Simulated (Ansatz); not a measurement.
Bands of a (14,0) black phosphorus nanotube, along its axis.

Method: PBE (plane waves to 420 eV, PAW; Ansatz, a program for electronic structure). Mesh 1×1×10. No spin polarisation. Periodic along z alone, with about 11 Å of vacuum beside it. A hypothetical model, rolled from the flat sheet. Only distortions within the start's symmetry and period were free.

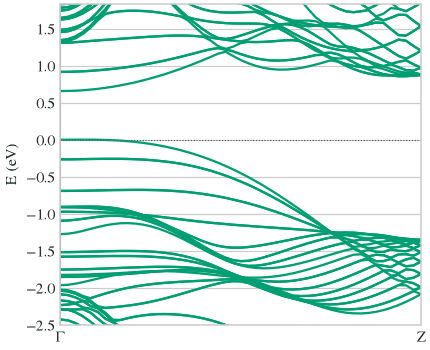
Fig. 1. Bands from the zone centre to the zone edge (period 3.30 Å); the dotted line marks the highest filled level

Task: Is it a metal or a semiconductor at this level? Give what the bands show.

Result: A semiconductor in PBE.
* **PBE gap**: 0.66 eV, nearly direct, from k = 0.031 × 2π/c to Γ
